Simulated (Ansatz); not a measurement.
A computed series for NbAs: pressure series

The parent structure is NbAs (space group I4_1md, No. 109; a = 3.4736 Å, c = 11.7487 Å).

Cell and atoms are relaxed at each pressure.

Level of theory: plane-wave PAW DFT at the PBE level (Ansatz, a program for electronic structure, 420 eV), scalar-relativistic without spin-orbit coupling.

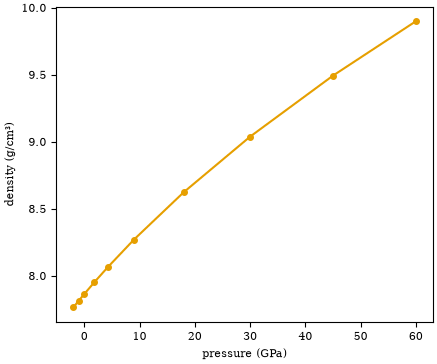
Density against pressure

Q: From the plot, what is the density for pressure 45 GPa?

A: About 9.5 g/cm³.

Q: Is the trend monotonic over the range shown?

A: Yes, it rises throughout, spanning 7.76 g/cm³ to 9.90 g/cm³.

Load acts through the strain it causes; cell and atoms are relaxed under it. Stability against distortions was not tested. Competing high-pressure phases were not computed. All final runs are without spin polarisation.
